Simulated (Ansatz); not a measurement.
# CH4ClFSSn: the cost of one run

Program: Ansatz 0.2.0, driven from Python. The levels of theory stand in the script. These are calculated values, not measurements.

## 1. The system

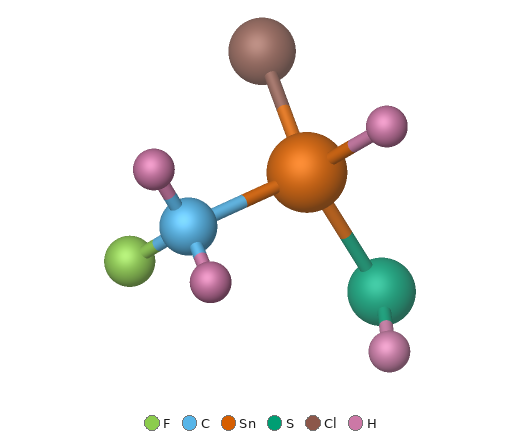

The structure that the script starts from, seen from a chosen angle (fluorine green, carbon blue, tin orange, sulfur teal, chlorine brown, hydrogen pink).

The script holds or builds the structure itself.

## 2. Script

Input file disp_ch4clfssn.py:

```python
# -*- coding: utf-8 -*-
"""Dispersion corrections for CH4ClFSSn."""

import ansatz as az
from ase import Atoms

atoms = Atoms(["F", "C", "Sn", "S", "Cl", "H", "H", "H", "H"], positions=[
    (-1.2689, 1.2858, 1.0611),
    (0.0046, 0.9535, 0.9447),
    (0.2514, -0.2017, -0.8491),
    (-1.0349, -2.1619, -0.7287),
    (-0.3199, 1.0794, -2.7273),
    (0.6463, 1.8783, 0.8974),
    (0.3182, 0.3504, 1.8329),
    (2.002, -0.6627, -0.9724),
    (-0.5104, -2.5674, 0.5242),
])
molecule = az.Crystal.molecule_from_ase(atoms)

calc = molecule.calculation().basis(gaussian="def2-SVP")
for name in ["r2scan", "blyp"]:
    for correction in ("d3bj", "d4"):
        data = calc.functional(name, dispersion=correction).run(threads=1, backend="cpu").report
        print(f"{name:8s} {correction:5s} total {data['free_energy_ev']:.5f} eV, of which dispersion {1000 * data['dispersion']['energy']['ev']:.2f} meV")
```

## 3. The calls as engine input

The package turns the script's settings into the engine's input (first run):

```yaml
crystal:
  periodic: [false, false, false]
  atoms:
    - { symbol: F, position_ang: [-1.2689, 1.2858, 1.0611] }
    - { symbol: C, position_ang: [0.0046, 0.9535, 0.9447] }
    - { symbol: Sn, position_ang: [0.2514, -0.2017, -0.8491] }
    - { symbol: S, position_ang: [-1.0349, -2.1619, -0.7287] }
    - { symbol: Cl, position_ang: [-0.3199, 1.0794, -2.7273] }
    - { symbol: H, position_ang: [0.6463, 1.8783, 0.8974] }
    - { symbol: H, position_ang: [0.3182, 0.3504, 1.8329] }
    - { symbol: H, position_ang: [2.002, -0.6627, -0.9724] }
    - { symbol: H, position_ang: [-0.5104, -2.5674, 0.5242] }
basis:
  gaussian:
    orbitals: def2-SVP
hamiltonian:
  xc: r2scan
  dispersion: d3bj
```

## 4. Running it

The run is started by

```bash
$ python disp_ch4clfssn.py
```

Q: Estimate wall time and peak memory on 1 thread of Arm Neoverse V1, shared host.

About 24 s, with a peak of 0.25 GiB.
